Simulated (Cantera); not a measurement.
Feed: 1 mol CH4, 1 mol H2O, 0.71 mol N2, equilibrated at 30.0 bar.

Equilibrium computed with Cantera from the NASA thermochemical tables; the gas is ideal and each condensed phase is pure. Candidate condensed phases: C, C6H6, C7H8, C8H18, H2O; 136 gas species. The numbers say what is thermodynamically allowed, not how fast it happens.

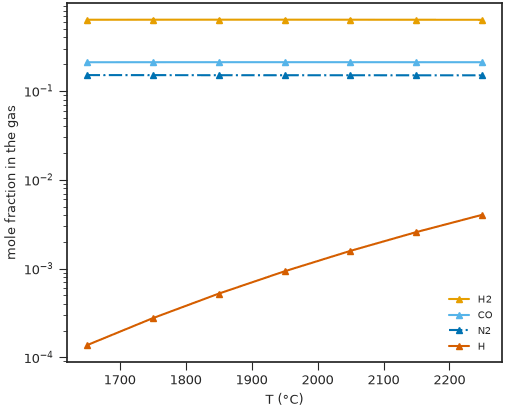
Figure. Equilibrium gas composition (values under 1e-9 drawn at 1e-9)

Read off the mole fractions at 2150 °C.

H2 about 0.63, CO about 0.21, N2 about 0.15, H about 0.0026.
